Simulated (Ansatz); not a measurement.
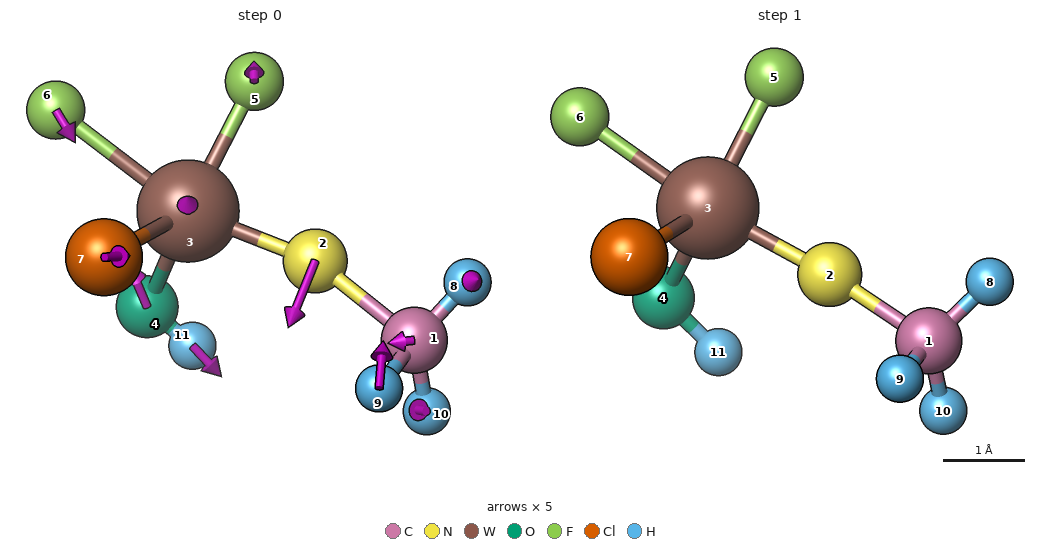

The structure of CH4ClF2NOW before (left) and after (right) a relaxation, at one scale. The purple arrows give the displacements, magnified 5 times.

A ball-and-stick model, seen from a free direction.

The calculation used RKS wPBEh/def2-TZVPD in Ansatz.

Input
```yaml
crystal:
  periodic: [false, false, false]
  atoms:
    - {symbol: C, position_ang: [0.890370, -1.699802, -0.743031]}
    - {symbol: N, position_ang: [0.006120, -0.275220, -0.473260]}
    - {symbol: W, position_ang: [-0.558009, 1.172844, 0.282955]}
    - {symbol: O, position_ang: [-1.813296, 0.419646, 1.530045]}
    - {symbol: F, position_ang: [-0.919464, 1.743199, -1.398750]}
    - {symbol: F, position_ang: [-1.119886, 3.136370, 0.651939]}
    - {symbol: Cl, position_ang: [1.527034, 1.820562, 1.326673]}
    - {symbol: H, position_ang: [0.837802, -1.627147, -1.713200]}
    - {symbol: H, position_ang: [2.028670, -1.648792, -0.074624]}
    - {symbol: H, position_ang: [0.543546, -2.522370, -0.234830]}
    - {symbol: H, position_ang: [-1.751534, -0.315751, 1.448655]}
basis:
  gaussian: {orbitals: def2-TZVPD, nuclear_model: gaussian}
hamiltonian: {xc: {name: wPBEh}}
accuracy: high
relax: {f_tol: 0.0001, max_steps: 2}
output: {forces: true}
```

Run as
```bash
ansatz run in.yaml --threads 4 --pin off --events-out ev --progress --plain --max-ram 11315MiB
```

### What changed between the two?

The run was cut off at its time limit before the relaxation converged, so the last structure is only a point on the way. The input was poor on purpose: steps. N2 moves most after the best rigid fit: 0.20 Å. By element the largest moves are N 0.20 Å, H 0.14 Å, O 0.13 Å, Cl 0.11 Å, F 0.10 Å, W 0.07 Å. Among the contacts that change: O4–H11 0.742 → 0.966 Å, C1–H9 1.321 → 1.171 Å, W3–Cl7 2.420 → 2.270 Å, C1–N2 1.698 → 1.588 Å. Bond angles that change, for instance: N2–W3–F6 163.5° → 172.5°, N2–C1–H8 93.9° → 102.5°, C1–N2–W3 160.4° → 169.0°. The energy falls by 104.7 kcal/mol in 1 geometry step. Largest force component: 26 eV/Å at the start, 3.8 eV/Å at the end. Cost: 95 s on 4 threads of Arm Neoverse V2, on a shared host.
